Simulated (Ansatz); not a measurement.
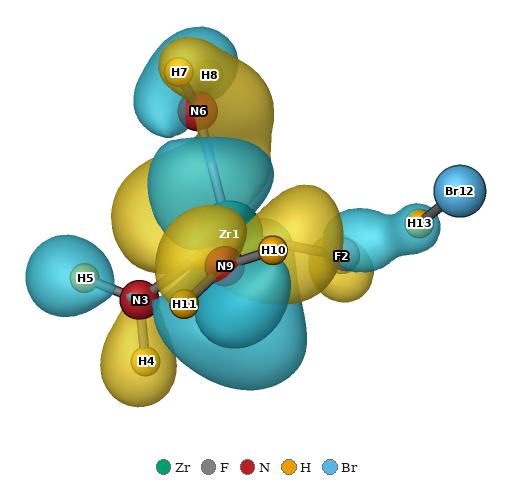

*FH₆N₃Zr···HBr. The LUMO at ±0.06 Å⁻³ᐟ² (yellow and cyan are the two phases), seen at a tilt.*

Core potentials replace the inner electrons of Zr.

Level of theory: RKS PBE/def2-SVP (Ansatz 0.2.0).

Input file:

```
crystal:
  periodic: [false, false, false]
  atoms:
    - { symbol: Zr, position_ang: [0.094905, 0.032211, -0.057471] }
    - { symbol: F, position_ang: [0.11477, 0.053996, 1.920035] }
    - { symbol: "N", position_ang: [1.999036, -0.022218, -0.81797] }
    - { symbol: H, position_ang: [2.737786, -0.648846, -0.470557] }
    - { symbol: H, position_ang: [2.417033, 0.594153, -1.524286] }
    - { symbol: "N", position_ang: [-0.765183, 1.712003, -0.833978] }
    - { symbol: H, position_ang: [-1.520078, 1.766815, -1.527421] }
    - { symbol: H, position_ang: [-0.644262, 2.65124, -0.430704] }
    - { symbol: "N", position_ang: [-0.904513, -1.565409, -0.830836] }
    - { symbol: H, position_ang: [-1.827001, -1.809428, -0.439197] }
    - { symbol: H, position_ang: [-0.617468, -2.301161, -1.485103] }
    - { symbol: Br, position_ang: [-3.292846, -0.31789, 1.847762] }
    - { symbol: H, position_ang: [-1.919679, -0.145466, 2.446027] }
basis:
  gaussian: { orbitals: def2-SVP }
hamiltonian:
  xc: pbe
relax:
  f_tol: 0.03
  max_steps: 50
output:
  orbitals: {}
```

Command:

```sh
ansatz run input.yaml --threads 4 --pin off --max-ram 5120MiB --backend cpu --events-out ev --progress --plain --runs-dir out
```

The fields are those of the run's last geometry, not of the input's.

Q: What is the character of this orbital?

A: It lies mainly on Zr1 (about 70 %), N6 (about 5 %) and N9 (about 5 %). Its energy is −1.14 eV.
